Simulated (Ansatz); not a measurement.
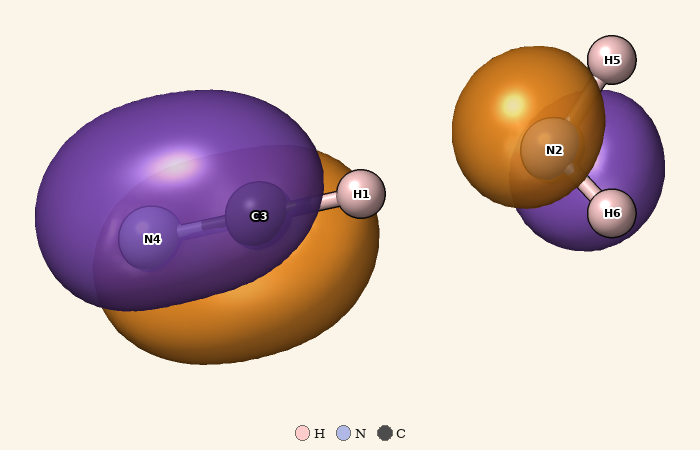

HCN···NH2 (doublet). The HOMO (α) at ±0.1 Å⁻³ᐟ² (orange and purple are the two phases), seen at a tilt.

Level of theory: UKS PBE/def2-TZVP in Ansatz.

Input

```
crystal:
  periodic: [false, false, false]
  atoms:
    - { symbol: H, position_ang: [-0.052072, 0.629497, -0.53479] }
    - { symbol: "N", position_ang: [0.189332, -1.247143, 0.799764] }
    - { symbol: C, position_ang: [-0.222866, 1.563349, -1.04689] }
    - { symbol: "N", position_ang: [-0.412779, 2.573437, -1.585521] }
    - { symbol: H, position_ang: [0.978701, -1.492538, 1.42665] }
    - { symbol: H, position_ang: [-0.480516, -2.026703, 0.940887] }
magnetization:
  spin_polarized: true
  initial_magnetization: 1
basis:
  gaussian: { orbitals: def2-TZVP }
hamiltonian:
  xc: pbe
relax:
  f_tol: 0.03
  max_steps: 50
output:
  orbitals: {}
```

Command:

```sh
ansatz run input.yaml --threads 4 --pin off --max-ram 5120MiB --backend cpu --events-out ev --progress --plain --runs-dir out
```

The fields are those of the run's last geometry, not of the input's.

Q: Describe this orbital and give its energy.

A: By Hirshfeld shares it lies mainly on N4 (about 45 %), C3 (about 35 %) and N2 (about 15 %); it changes sign across the molecular plane (π type); π-bonding across C3–N4. Its energy is −8.26 eV.
